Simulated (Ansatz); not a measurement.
Input

```
crystal:
  periodic: [false, false, false]
  atoms:
    - { symbol: C, position_ang: [-1.2681, 1.2408, 0.5375] }
    - { symbol: S, position_ang: [-0.3509, 0.7515, -0.9029] }
    - { symbol: C, position_ang: [0.6874, -0.4182, -0.0748] }
    - { symbol: "N", position_ang: [1.5528, -1.1547, -1.0347] }
    - { symbol: F, position_ang: [-0.0301, -1.3329, 0.59] }
    - { symbol: H, position_ang: [-0.665, 1.7244, 1.2934] }
    - { symbol: H, position_ang: [-1.8539, 0.4488, 0.945] }
    - { symbol: H, position_ang: [-1.9874, 2.0732, 0.2051] }
    - { symbol: H, position_ang: [1.3835, 0.1012, 0.6931] }
    - { symbol: H, position_ang: [1.8063, -2.0029, -0.5344] }
    - { symbol: H, position_ang: [0.7908, -1.4882, -1.6967] }
basis:
  gaussian: { orbitals: def2-SVP }
hamiltonian:
  xc: r2scan
  dispersion: d4
relax:
  f_tol: 0.02
  max_steps: 50
output:
  orbitals: {}
```

Command:

```sh
ansatz run input.yaml --threads 2 --pin off --max-ram 3072MiB --backend cpu --events-out ev --progress --plain --runs-dir out
```

The fields are those of the run's last geometry, not of the input's.

Computed with Ansatz, RKS r2SCAN-D4/def2-SVP.

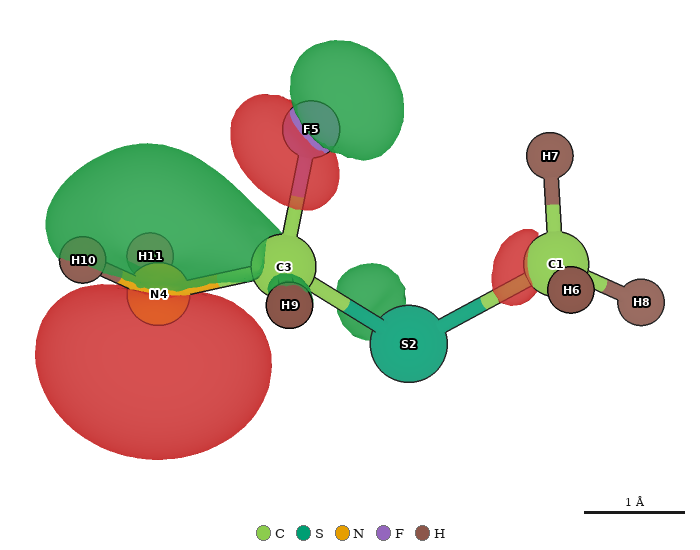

C2H6FNS. The HOMO−1 at ±0.1 Å⁻³ᐟ² (green and red are the two phases), seen from one side.

**Describe this orbital and give its energy.**

By Hirshfeld shares it lies mainly on N4 (about 70 %), F5 (about 10 %) and C3 (about 5 %); largely a lone pair of N4. Its energy is −6.76 eV.
